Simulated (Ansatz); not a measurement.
**MgS, pressure series**

Take MgS in the rock salt structure (space group Fm-3m, No. 225; a = 5.182 Å) as the base.

Cell and atoms are relaxed at each pressure.

Level of theory: plane-wave PAW DFT at the PBEsol level (Ansatz, a first-principles code, 420 eV), spin-orbit coupling left out.

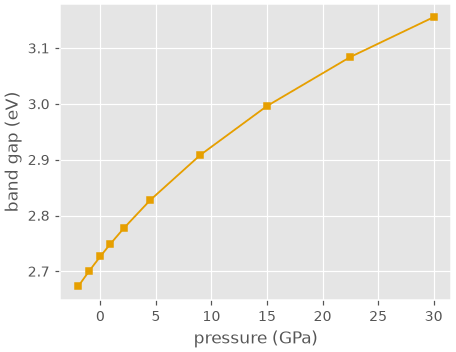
Fig. 1. Band gap against pressure

| pressure (GPa) | band gap |
|---|---|
| -2 | 2.67 eV |
| -1 | 2.70 eV |
| 0.9 | 2.75 eV |
| 2.1 | 2.78 eV |
| 4.5 | 2.83 eV |
| 9 | 2.91 eV |
| 15 | 3.00 eV |
| 22.5 | 3.08 eV |
| 30 | 3.16 eV |

Load acts through the strain it causes; cell and atoms are relaxed under it. No phonon test of stability was made. No other phases were tried under pressure.
